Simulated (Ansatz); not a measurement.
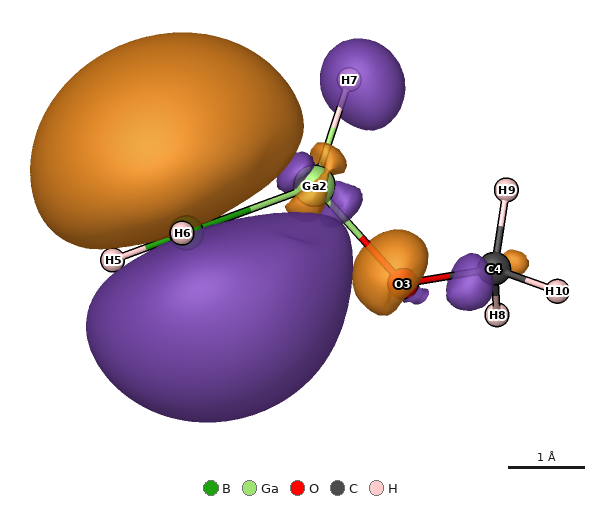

*CH6BGaO. One frontier orbital at ±0.06 Å⁻³ᐟ² (orange and purple are the two phases), seen at a tilt.*

Geometry: PBE0-D4/def2-TZVP.

Method: Ansatz 0.2.0, RKS PBE0-D4/def2-TZVPP.

```csv
atom,x (Å),y (Å),z (Å)
B,-1.5672,1.7537,-1.1179
Ga,0.1349,0.7122,-0.5407
O,-0.1802,-0.6893,0.5293
C,0.8220,-1.5281,1.0352
H,-2.1699,1.4733,-2.1127
H,-1.9865,2.6764,-0.4819
H,1.6625,0.9158,-0.8630
H,0.6468,-2.5611,0.7124
H,1.8305,-1.2393,0.7080
H,0.8073,-1.5136,2.1313
```

**Which orbital is it: HOMO or LUMO?**

The LUMO, at −2.45 eV. It lies mainly on B1 (about 65 %), Ga2 (about 15 %), H5 (about 5 %) and H6 (about 5 %).
